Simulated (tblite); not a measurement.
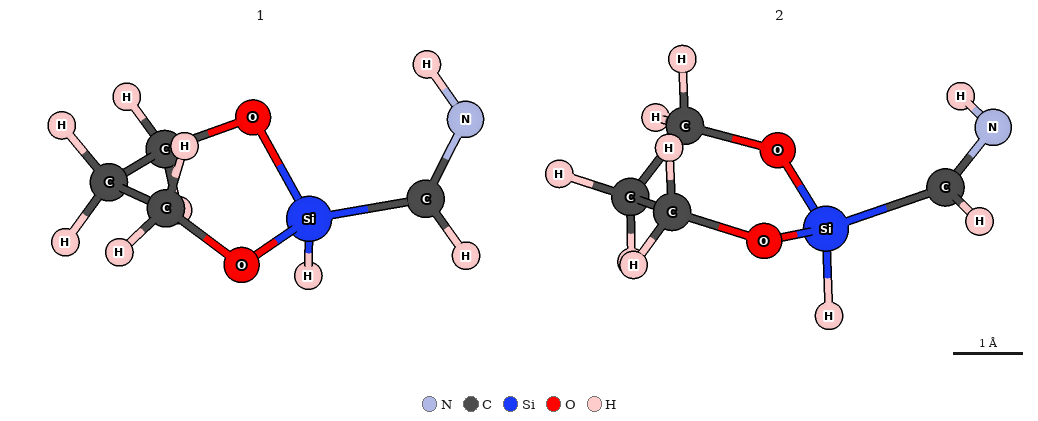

Two geometries of C$_{4}$H$_{9}$NO$_{2}$Si, drawn at one scale. One is the start of a relaxation, the other its converged end. A ball-and-stick model, seen from a free direction.

The calculation used GFN2-xTB geometry optimisation, gas phase in tblite. 

Question: Which geometry has the lower energy?

Answer: Structure 2 is the relaxed one. After 158 geometry steps the energy has fallen by 23.0 kcal/mol. The largest moves after the best rigid fit, 1.49 Å, are those of H atoms. Largest moves by element: H 1.49 Å, O 0.60 Å, N 0.56 Å, C 0.39 Å, Si 0.20 Å. Near-neighbour distances that change, for instance: O–Si 1.743 → 1.633 Å, C–Si 2.981 → 2.881 Å, C–Si 1.803 → 1.896 Å, O–Si 1.709 → 1.630 Å. Bond angles that change, for instance: Si–O–C 102.6° → 121.5°, Si–O–C 112.4° → 121.5°, O–C–H 113.7° → 108.2°. Groups turn about C–O by about 90°, C–C by about 85°, O–Si by about 40°. The run took 1.9 s on 1 thread of Arm Neoverse N1 (shared host).
